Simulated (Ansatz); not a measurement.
# Beryllium, dhcp under LDA: ground state and equation of state

The plan for beryllium in the dhcp structure: relax it, solve it on a dense k-mesh, then scale the cell to 7 volumes from 88 to 112 % of the relaxed one and try a fit of the equation of state. Spin polarisation is left out. The k-meshes are 16×16×5 for the relaxation; 21×21×6 for the dense run; 18×18×5 for the volumes.

Program: Ansatz 0.2.0. Level of theory: DFT LDA (PW92), plane waves (420 eV) with PAW, scalar-relativistic; the PAW data stem from PBE, with regenerated cores. These are calculated values, not measurements.

## Step 1: The starting structure

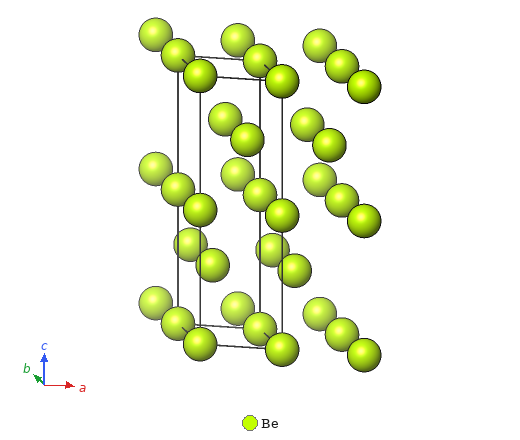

The structure, seen slightly off an axis (beryllium green). 2×2×1 cells are drawn. Any atoms on the faces are drawn again on the opposite ones.

Coordinates:

```
Be
1.0
     2.25541    0.00000    0.00000
    -1.12771    1.95324    0.00000
     0.00000    0.00000    7.36617
Be
4
Direct
  0.00000 0.00000 0.00000
  0.00000 0.00000 0.50000
  0.33333 0.66667 0.25000
  0.66667 0.33333 0.75000
```

## Step 2: Relaxation of the cell

Input file input.yaml:

```yaml
crystal:
  lattice:
    - [2.2554104699, 0.0, 0.0]
    - [-1.127705235, 1.9532427629, 0.0]
    - [0.0, 0.0, 7.3661705948]
  atoms:
    - { symbol: Be, position: [0.0, 0.0, 0.0] }
    - { symbol: Be, position: [0.0, 0.0, 0.5] }
    - { symbol: Be, position: [0.3333333333, 0.6666666667, 0.25] }
    - { symbol: Be, position: [0.6666666667, 0.3333333333, 0.75] }
hamiltonian:
  xc: lda
  pseudopotentials:
    kind: paw
    azcp:
      Be: "pseudopotentials/Be.paw.azcp"
basis:
  ecutwfc: 420
  fft_grid_basis: typed
kpoints:
  mp_grid: { grid: [16, 16, 5], shift: [0, 0, 0] }
magnetization:
  spin_polarized: false
scf:
  occupations: { method: fermi_dirac, width: 0.1 }
relax:
  max_steps: 60
  f_tol: 0.01
  cell: {}
```

The run is started by

```sh
> ansatz run input.yaml --threads 2 --pin off --max-ram 5120MiB --backend cpu --events-out ev --progress --plain --runs-dir out
```

The program printed, shortened:

```text
Warning: <dir> the record states the generating functional pbe (its physics header spells it `PBE`), which answers neither for hamiltonian.xc's functional nor for the lda family's — results may be inconsistent (PPs are generated against a specific XC)
Warning: RAYON_NUM_THREADS=2 ignored (pool sized by the plan → 2); use --threads N
[...]
Pseudopotentials: kind: paw
Pseudopotential: Be, paw, valence charge 2, recommended cutoff 420 eV (normal), <dir>
Functional definition: SPW92
[...]
Crystal: 4 atoms, lattice volume = 32.451 Å³
Basis set: ecut = 420 eV, 637 PW (Γ)
Bands: 8, of which v1, the nominal top of the filled ones, is band 4 counted from 1 (3 counted from 0)
Symmetry: 24 space group operations
Space group: P63/mmc (ITA 194), of the structure as read, at distance tolerance 3.2e-5 Å
k-points: 90 of 1280
[...]
SCF iter   1: F=—  HF=-352.746573 eV  |F-HF|=—  |Δ(HF+E_count)|=         —  Δρ=2.74e-3  dr2=2.12e-3  ethr=1.77e-3  ⟨swp⟩=5.3  Hψ=5375  notcnv=0
[...]
relax step   1: F+E_penalty+E_count = -352.74579867 eV  Δ(F+E_penalty+E_count) = +0.000e0 eV  max|allowed force component| = 1.110e-16 eV/Å  Δτ_max = 0.0000 Å  P = -8.665 GPa  Ω = 32.451 Å³  (6 SCF iters, dr2 threshold 1.00e-7 eV, accepted)
[...]
relax step   4: F+E_penalty+E_count = -352.82711830 eV  Δ(F+E_penalty+E_count) = -1.905e-4 eV  max|allowed force component| = 1.596e-16 eV/Å  Δτ_max = 0.0000 Å  P = -0.017 GPa  Ω = 30.154 Å³  energy of the carried Pulay correction = +3.483e-4 eV  (3 SCF iters, dr2 threshold 4.00e-7 eV, accepted)
[...]
relax step   5: F+E_penalty+E_count = -352.82690679 eV  Δ(F+E_penalty+E_count) = +2.115e-4 eV  max|allowed force component| = 1.596e-16 eV/Å  Δτ_max = 0.0000 Å  P = -0.034 GPa  Ω = 30.154 Å³  stress off target by 4.29e-2 GPa  SCF on the basis re-selected at this cell (its energy is not [...]
SCF converged after 4 iterations
Free energy (F): -352.826907 eV
[...]
E sigma→0 (E₀):  -352.823495 eV
Entropy (-TS):   -0.006823 eV (-1.706 meV/atom)
Fermi energy:    8.435016 eV
[...]
--- Forces (eV/Å), atoms counted from 1 ---
  atom   1  Be     0.00000000     0.00000000    -0.00000000
  atom   2  Be    -0.00000000    -0.00000000     0.00000000
  atom   3  Be    -0.00000000     0.00000000    -0.00000000
  atom   4  Be     0.00000000    -0.00000000     0.00000000
[...]
--- Stress (GPa, compression-positive) ---
       -0.042912      -0.000000       0.000000
       -0.000000      -0.042912      -0.000000
        0.000000      -0.000000      -0.015955
  P = ⅓ Tr σ = -0.0339 GPa (-0.339 kbar)
--- Relaxed structure (4 steps of the walk, 4 accepted, 1 SCFs on fresh bases) ---
  F+E_penalty+E_count = -352.82690679 eV   max|allowed force component| = 1.596e-16 eV/Å   (the final SCF, on the basis selected at the relaxed cell)
  cell:  # Å, volume = 30.1542 Å³
    - [2.2184031959936537, 2.8393777223329467e-11, -2.3335036810954305e-18]
    - [-1.1092015980214167, 1.9211935235528963, 1.1667518405735834e-18]
    - [-7.621223022557817e-18, 9.488548488435648e-33, 7.0751611054155354]
  atoms:
    - { symbol: Be, position: [-1.269443150642721e-34, 2.228808537212436e-34, 2.720096253996705e-35] }
    - { symbol: Be, position: [-1.925929944387236e-34, 8.319515738636595e-35, 0.5] }
    - { symbol: Be, position: [0.3333333333333333, 0.6666666666666669, 0.25] }
    - { symbol: Be, position: [0.6666666666666667, 0.3333333333333333, 0.75] }
```

Run time: 3 s. Hardware: 2 threads of Arm Neoverse V2, shared host; peak memory 0.3 GiB.

Step by step:

```csv
step,energy change (meV/atom),largest force (eV/Å),pressure (GPa),volume (Å³/atom)
1,0.00,0.0000,-8.66,8.113
2,-17.66,0.0000,-3.63,7.762
3,-20.28,0.0000,0.53,7.507
4,-20.33,0.0000,-0.02,7.539
5,-20.28,0.0000,-0.03,7.539
```

Steps that repeat a cell are solved on a basis chosen anew, so their changes of energy are no gain of the relaxation.

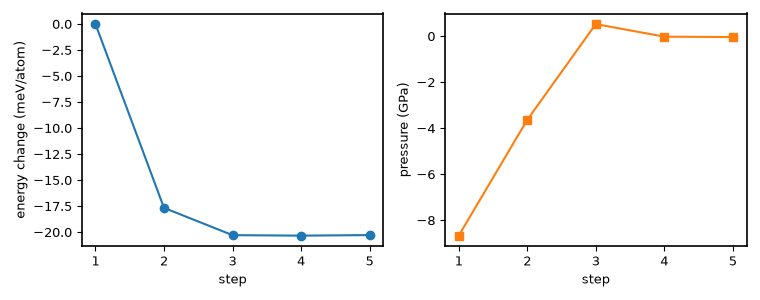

Energy and pressure over the accepted steps.

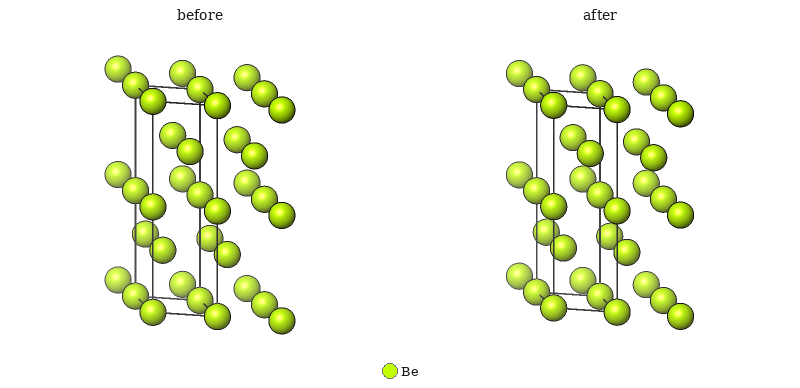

Before and after, at one scale. The cells drawn are those of the first picture.

Changes in the cell that was computed:

|  | before | after | change |
| --- | --- | --- | --- |
| a (Å) | 2.255 | 2.218 | -1.6 % |
| b (Å) | 2.255 | 2.218 | -1.6 % |
| c (Å) | 7.366 | 7.075 | -4.0 % |
| volume (Å³/atom) | 8.113 | 7.539 | -7.1 % |
| shortest distance (Å) | 2.255 | 2.184 | -3.2 % |
| space group (spins left aside) | P6_3/mmc | P6_3/mmc | same |

## Step 3: Dense single point

Input file input.yaml:

```yaml
crystal:
  lattice:
    - [2.218403196, 0.0, 0.0]
    - [-1.109201598, 1.9211935236, 0.0]
    - [0.0, 0.0, 7.0751611054]
  atoms:
    - { symbol: Be, position: [1.0, 0.0, 0.0] }
    - { symbol: Be, position: [1.0, 0.0, 0.5] }
    - { symbol: Be, position: [0.3333333333, 0.6666666667, 0.25] }
    - { symbol: Be, position: [0.6666666667, 0.3333333333, 0.75] }
hamiltonian:
  xc: lda
  pseudopotentials:
    kind: paw
    azcp:
      Be: "pseudopotentials/Be.paw.azcp"
basis:
  ecutwfc: 420
  fft_grid_basis: typed
kpoints:
  mp_grid: { grid: [21, 21, 6], shift: [0, 0, 0] }
magnetization:
  spin_polarized: false
scf:
  occupations: { method: fermi_dirac, width: 0.1 }
```

The run is started by

```sh
> ansatz run input.yaml --threads 2 --pin off --max-ram 5120MiB --backend cpu --events-out ev --progress --plain --runs-dir out
```

The program printed, shortened:

```text
Warning: <dir> the record states the generating functional pbe (its physics header spells it `PBE`), which answers neither for hamiltonian.xc's functional nor for the lda family's — results may be inconsistent (PPs are generated against a specific XC)
Warning: RAYON_NUM_THREADS=2 ignored (pool sized by the plan → 2); use --threads N
[...]
[... 3 set-up lines as earlier in the session ...]
[...]
Crystal: 4 atoms, lattice volume = 30.154 Å³
Basis set: ecut = 420 eV, 599 PW (Γ)
Bands: 8, of which v1, the nominal top of the filled ones, is band 4 counted from 1 (3 counted from 0)
[... 1 set-up line as earlier in the session ...]
Space group: P63/mmc (ITA 194), of the structure as read, at distance tolerance 3.1e-5 Å
k-points: 192 of 2646
[...]
SCF iter   1: F=—  HF=-352.819204 eV  |F-HF|=—  |Δ(HF+E_count)|=         —  Δρ=2.69e-3  dr2=1.97e-3  ethr=1.77e-3  ⟨swp⟩=5.4  Hψ=11444  notcnv=0
[...]
SCF iter   6: F=-352.818234 eV  HF=-352.818234 eV  |F-HF|=2.84e-13  |Δ(HF+E_count)|=  2.22e-10  Δρ=1.69e-7  dr2=3.53e-12  ethr=1.53e-11  ⟨swp⟩=1.0  Hψ=4421  notcnv=0
[...]
SCF converged after 6 iterations
Free energy (F): -352.818234 eV
[...]
E sigma→0 (E₀):  -352.812952 eV
Entropy (-TS):   -0.010562 eV (-2.641 meV/atom)
Fermi energy:    8.530526 eV
[...]
```

It took 1.6 s on 2 threads of Arm Neoverse V2, shared host; peak memory 0.29 GiB.

## Step 4: Equation of state: 88 %

Edit input.yaml of step 3 so:

```diff
@@ -2,5 +2,5 @@
   lattice:
-    - [2.218403196, 0.0, 0.0]
-    - [-1.109201598, 1.9211935236, 0.0]
-    - [0.0, 0.0, 7.0751611054]
+    - [2.1258602249, 0.0, 0.0]
+    - [-1.0629301124, 1.8410489596, 0.0]
+    - [0.0, 0.0, 6.7800134825]
   atoms:
@@ -20,3 +20,3 @@
 kpoints:
-  mp_grid: { grid: [21, 21, 6], shift: [0, 0, 0] }
+  mp_grid: { grid: [18, 18, 5], shift: [0, 0, 0] }
 magnetization:
@@ -25 +25,8 @@
   occupations: { method: fermi_dirac, width: 0.1 }
+  lower_state_search: "off"
+output:
+  stress: true
+  write_density: true
+  write_potential: true
+  elf: true
+  volumetric_format: npy
```

The run is started by

```sh
> ansatz run input.yaml --threads 2 --pin off --max-ram 5120MiB --backend cpu --events-out ev --progress --plain --runs-dir out
```

The program printed, shortened:

```text
Warning: <dir> the record states the generating functional pbe (its physics header spells it `PBE`), which answers neither for hamiltonian.xc's functional nor for the lda family's — results may be inconsistent (PPs are generated against a specific XC)
Warning: RAYON_NUM_THREADS=2 ignored (pool sized by the plan → 2); use --threads N
[...]
[... 3 set-up lines as earlier in the session ...]
[...]
Crystal: 4 atoms, lattice volume = 26.536 Å³
Basis set: ecut = 420 eV, 527 PW (Γ)
Bands: 8, of which v1, the nominal top of the filled ones, is band 4 counted from 1 (3 counted from 0)
[... 1 set-up line as earlier in the session ...]
Space group: P63/mmc (ITA 194), of the structure as read, at distance tolerance 3.0e-5 Å
k-points: 111 of 1620
[...]
SCF iter   1: F=—  HF=-352.607574 eV  |F-HF|=—  |Δ(HF+E_count)|=         —  Δρ=2.89e-3  dr2=1.83e-3  ethr=1.77e-3  ⟨swp⟩=5.4  Hψ=6709  notcnv=0
[...]
SCF iter   6: F=-352.606169 eV  HF=-352.606169 eV  |F-HF|=3.75e-12  |Δ(HF+E_count)|=  1.25e-12  Δρ=8.16e-8  dr2=4.45e-12  ethr=1.00e-12  ⟨swp⟩=3.1  Hψ=3402  notcnv=0
[...]
SCF converged after 6 iterations
Free energy (F): -352.606169 eV
[...]
E sigma→0 (E₀):  -352.601562 eV
Entropy (-TS):   -0.009214 eV (-2.304 meV/atom)
Fermi energy:    9.844456 eV
[...]
--- Stress (GPa, compression-positive) ---
       19.472290      -0.000000       0.000000
       -0.000000      19.472290       0.000000
        0.000000       0.000000      23.066326
  P = ⅓ Tr σ = 20.6703 GPa (206.703 kbar)
--- Band table (eV; the first three rows and the last of 111) ---
  k-point 0: bands = ["-2.5013", "-0.3071", "-0.2738", "4.4038", "11.3228", "21.4423", "21.4437", "28.1064"]
[...]
```

Wall time 0.93 s (2 threads of Arm Neoverse V2, shared host); peak memory 0.29 GiB.

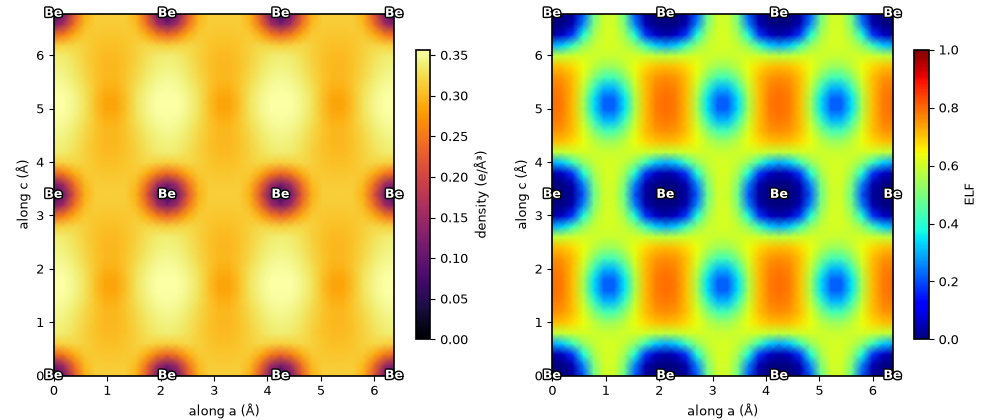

Density (left) and ELF (right) in a lattice plane of the grid's cell (edges 2.13 and 6.78 Å, at 1.000 of the third edge), which holds Be. Only atoms in the plane are labelled. Both are smooth fields of the valence electrons: close to the nuclei they are not physical.

Maxima of ELF outside the ion cores: 0.79 between the atoms, 1.2 Å from Be.

## Step 5: Equation of state: 92 %

Edit input.yaml of step 4 so:

```diff
@@ -2,5 +2,5 @@
   lattice:
-    - [2.1258602249, 0.0, 0.0]
-    - [-1.0629301124, 1.8410489596, 0.0]
-    - [0.0, 0.0, 6.7800134825]
+    - [2.1575941605, 0.0, 0.0]
+    - [-1.0787970803, 1.868531354, 0.0]
+    - [0.0, 0.0, 6.8812226348]
   atoms:
@@ -28,5 +28 @@
   stress: true
-  write_density: true
-  write_potential: true
-  elf: true
-  volumetric_format: npy
```

The run is started by

```sh
> ansatz run input.yaml --threads 2 --pin off --max-ram 5120MiB --backend cpu --events-out ev --progress --plain --runs-dir out
```

The program printed, shortened:

```text
Warning: <dir> the record states the generating functional pbe (its physics header spells it `PBE`), which answers neither for hamiltonian.xc's functional nor for the lda family's — results may be inconsistent (PPs are generated against a specific XC)
Warning: RAYON_NUM_THREADS=2 ignored (pool sized by the plan → 2); use --threads N
[...]
[... 3 set-up lines as earlier in the session ...]
[...]
Crystal: 4 atoms, lattice volume = 27.742 Å³
Basis set: ecut = 420 eV, 563 PW (Γ)
Bands: 8, of which v1, the nominal top of the filled ones, is band 4 counted from 1 (3 counted from 0)
[... 2 set-up lines as earlier in the session ...]
k-points: 111 of 1620
[...]
SCF iter   1: F=—  HF=-352.731336 eV  |F-HF|=—  |Δ(HF+E_count)|=         —  Δρ=2.73e-3  dr2=1.69e-3  ethr=1.77e-3  ⟨swp⟩=5.4  Hψ=6709  notcnv=0
[...]
SCF iter   6: F=-352.730152 eV  HF=-352.730152 eV  |F-HF|=2.22e-12  |Δ(HF+E_count)|=  1.52e-10  Δρ=1.57e-7  dr2=5.73e-12  ethr=4.89e-12  ⟨swp⟩=1.0  Hψ=2549  notcnv=0
[...]
SCF converged after 6 iterations
Free energy (F): -352.730152 eV
[...]
E sigma→0 (E₀):  -352.725418 eV
Entropy (-TS):   -0.009467 eV (-2.367 meV/atom)
Fermi energy:    9.390631 eV
[...]
--- Stress (GPa, compression-positive) ---
       11.628190      -0.000000       0.000000
       -0.000000      11.628190       0.000000
        0.000000       0.000000      14.281746
  P = ⅓ Tr σ = 12.5127 GPa (125.127 kbar)
```

Wall time 0.69 s (2 threads of Arm Neoverse V2, shared host); peak memory 0.28 GiB.

[end of part 1 of 2]
